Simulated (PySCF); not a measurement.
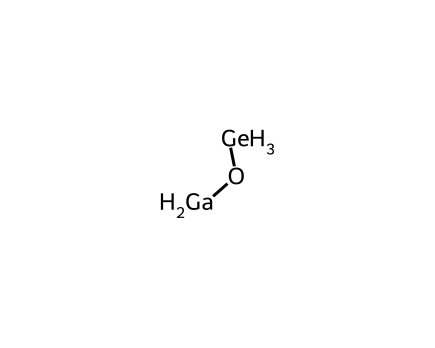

Figure made from data computed with PySCF.

A structural formula.

> Write the SMILES.

[GaH2][O][GeH3]

> What is the molecular formula?

GaGeH5O.
